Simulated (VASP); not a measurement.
Band structure of Er (hcp). Method: PBE GGA, VASP's PBE PAW potentials (set 64) (plane waves; VASP 6.6.1).

The 4f electrons are frozen in the core of the lanthanide potential, so 4f levels, which can set the real gap, and their magnetism are missing.

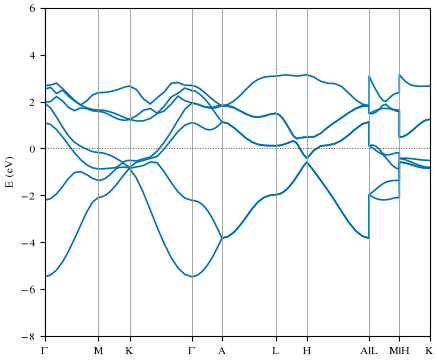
Figure. Bands along high-symmetry lines, zero at the valence-band maximum or, without a gap, the Fermi level

Read the plot: is there a gap, and where are the band edges?

It has no gap at this level: it comes out as a metal or semimetal. (Edges off the drawn lines would not show.)

The compound is Er in the hcp structure. It was relaxed first.
